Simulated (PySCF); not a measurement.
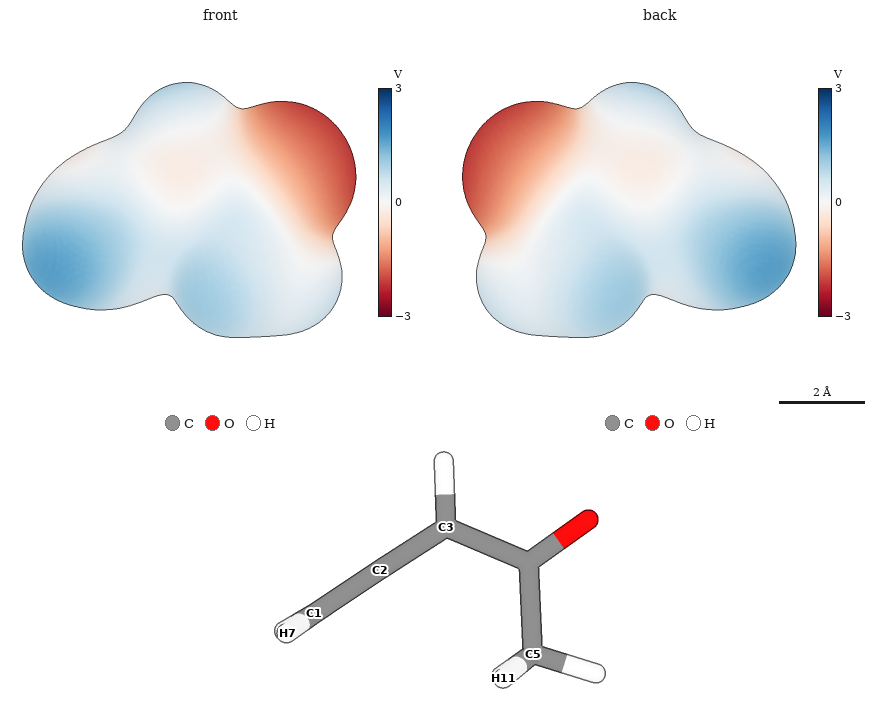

Figure. C5H6O. The molecular electrostatic potential painted on the density surface at 0.002 e/bohr³, seen from the front and from behind; red is negative and blue positive. The bare structure is drawn below in the same view.

Geometry: GFN2-xTB.

Level of theory: KT2/pcSseg-1, SCF density, in a water solvent model, non-relativistic (PySCF 2.14.0).

Input file:

```
{"job": {"xc": "KT2", "basis": "pcSseg-1", "solvent": "water", "kind": "nmr", "pop": true}, "charge": 0, "multiplicity": 1}
C      2.059056    -0.334349    -0.849120
C      1.066403    -0.678337    -0.099224
C      0.051882    -1.007815     0.651147
C     -1.189892    -0.216820     0.763862
C     -1.237456     1.044737    -0.062181
O     -2.100207    -0.571202     1.476019
H      2.863474     0.281215    -0.480080
H      2.135978    -0.659520    -1.874105
H      0.078031    -1.910935     1.246705
H     -1.119909     0.798554    -1.115056
H     -0.419888     1.702262     0.224459
H     -2.186274     1.551525     0.091547
```

Run with:

```sh
OMP_NUM_THREADS=1 python ens_run.py task.json out
```

Where is the surface potential most negative and most positive?

Answer. The most negative region (about −2.1 V) lies over O6, the most positive (about +1.6 V) over H7 and H8. O6 is the likeliest acceptor of a hydrogen bond.

What dipole moment does the calculation give?

Answer. Its dipole moment is 4.84 D.
